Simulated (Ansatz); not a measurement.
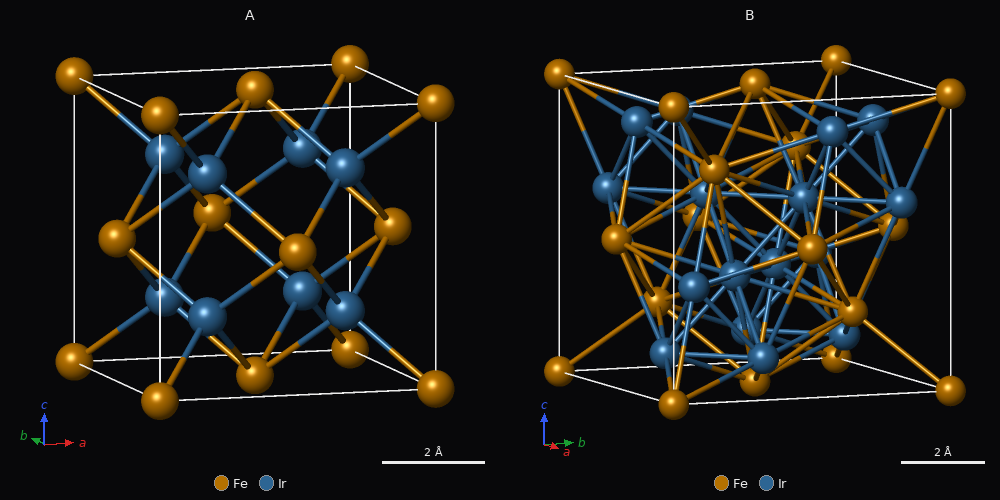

Two structures of FeIr$_{2}$, each relaxed to rest (conventional cells in solid outline, small ones repeated, not to one scale). Method: DFT PBE, scalar-relativistic, plane waves, PAW in Ansatz 0.2.0, with collinear spins.

### What are the two structures?

A: fluorite (CaF₂ type), Fm-3m. B: cubic Laves phase (C15, MgCu₂ type), Fd-3m.

### Which of the two does the method prefer?

A is lower, by 172 meV/atom at this level of theory (energies at zero smearing). Volumes: A 15.2, B 15.8 Å³/atom.

One or both may be structure types tried for this composition rather than known phases.
